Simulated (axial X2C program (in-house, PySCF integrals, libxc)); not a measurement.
# NB: properties at the nuclei

Aim: properties at the nuclei of NB, with spin–orbit coupling in the Hamiltonian from the start.

Program: an in-house X2C program for linear molecules on PySCF integrals. Level of theory: two-component X2C with atomic mean-field terms, N dyall-av3z, B dyall-v3z. These are calculated values, not measurements.

### Step 1. Set-up

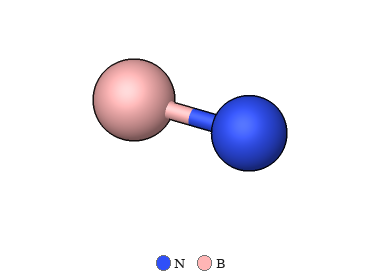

The two atoms at 1.380 Å (nitrogen blue, boron pink).

task.json

```json
{"zs": [7, 5], "q": 0, "bas": ["dyall-av3z", "dyall-v3z"], "r0": 1.38, "levels": ["PBE0", "HF", "B3LYP", "LDA", "TPSSh"], "nst": 3}
```

Keys: zs atomic numbers; q charge; bas basis sets; r0 starting distance in Å; levels methods (HF also brings MP2); nst determinants followed.

Started as:

```console
python soeom.py task.json out
```

After this run come: Expectation values, lowest determinant; Expectation values, a higher determinant; Expectation values, a higher determinant.

**Question.** What will these runs give? Wanted: lowest determinant; Eeff magnitude; Ws magnitude N; A∥/gI N; qzz N; higher determinant (for each run or level that gives them).

The runs gave:

| quantity | value |
| --- | --- |
| lowest determinant | Ω = 2 (excess of +ω over −ω: ω = 1/2, ω = 3/2) |
| Eeff magnitude (GV/cm), PBE0 | 0.0123 |
| Ws magnitude N (kHz), PBE0 | 0.000606 |
| A∥/gI N (MHz), PBE0 | 81.8 |
| qzz N (a.u.), PBE0 | -1.04 |
| higher determinant | Ω = 1 (excess of +ω over −ω: ω = -1/2, ω = 3/2) |
| Eeff magnitude (GV/cm), PBE0, higher determinant | 0.0124 |
| Ws magnitude N (kHz), PBE0, higher determinant | 0.00154 |
| A∥/gI N (MHz), PBE0, higher determinant | 97.5 |
| qzz N (a.u.), PBE0, higher determinant | -0.99 |
| higher determinant | Ω = 1 (excess of +ω over −ω: 2 × ω = 1/2) |
| Eeff magnitude (GV/cm), PBE0, higher determinant | 0.0125 |
| Ws magnitude N (kHz), PBE0, higher determinant | 0.0016 |
| A∥/gI N (MHz), PBE0, higher determinant | 216 |
| qzz N (a.u.), PBE0, higher determinant | -0.99 |

What this shows: In the first state, the effective field runs from 0.0102 to 0.0137 GV/cm over the mean-field levels. The expectation values come from single determinants, which for open shells can mix terms of unlike spin or miss the lowest Ω, so a determinant need not be a state. Eeff is the effective electric field on the electron dipole moment in this Ω state and Ws the scalar–pseudoscalar constant (defined with the proton number Z and per Ω); A∥ is the parallel hyperfine constant, which follows by multiplying with the nuclear g factor gI = μI/(I μN); qzz is the electric field gradient, eQq0 = 234.96 MHz × Q/barn × qzz; μ is positive if B is the positive end. The operators were transformed with the bare-nucleus X2C matrices.
